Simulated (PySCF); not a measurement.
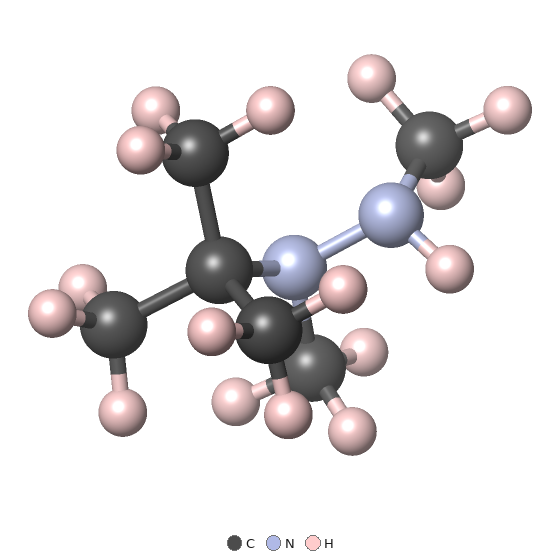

The molecule: C₆H₁₆N₂, SMILES CNN(C)C(C)(C)C.

Vertical TDDFT excitations, PBE0/def2-SVPD in PySCF, at a PBE0-D3(BJ)/def2-SVP geometry (no frequency check), gas phase.

**What does its absorption spectrum look like?**

The lowest singlet lies at 5.78 eV (214 nm, f = 0.007); the brightest of the first 10 is S4 at 6.60 eV (188 nm), f = 0.036, mainly HOMO → LUMO+2 (86 %). No singlet lies below 3.1 eV (beyond 400 nm), so at this level no vertical transition falls in the visible.


```
state  E (eV)  λ (nm)      f          main character
   S1    5.78     214  0.007      HOMO → LUMO (97 %)
   S2    6.10     203  0.002    HOMO−1 → LUMO (87 %)
   S3    6.48     191  0.018    HOMO → LUMO+1 (96 %)
   S4    6.60     188  0.036    HOMO → LUMO+2 (86 %)
   S5    6.67     186  0.012    HOMO → LUMO+3 (84 %)
   S6    6.88     180  0.009  HOMO−1 → LUMO+1 (77 %)
   S7    6.94     179  0.022  HOMO−1 → LUMO+2 (59 %)
   S8    7.10     175  0.015  HOMO−1 → LUMO+3 (62 %)
   S9    7.25     171  0.007    HOMO → LUMO+4 (74 %)
  S10    7.41     167  0.011    HOMO → LUMO+5 (62 %)
```

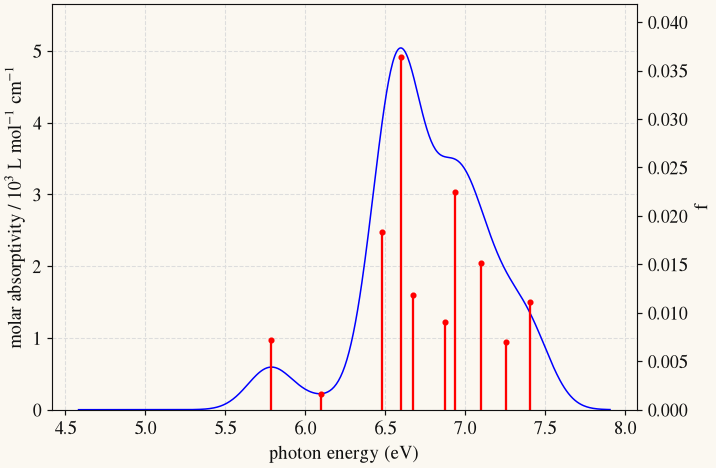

The lowest 10 singlet states are shown; each is broadened by a Gaussian of 1/e half-width 0.20 eV. Sticks give oscillator strengths (right axis).

Caveats: states above the negative HOMO energy depend on the basis; one conformer of a flexible molecule; core orbitals are frozen in the response.
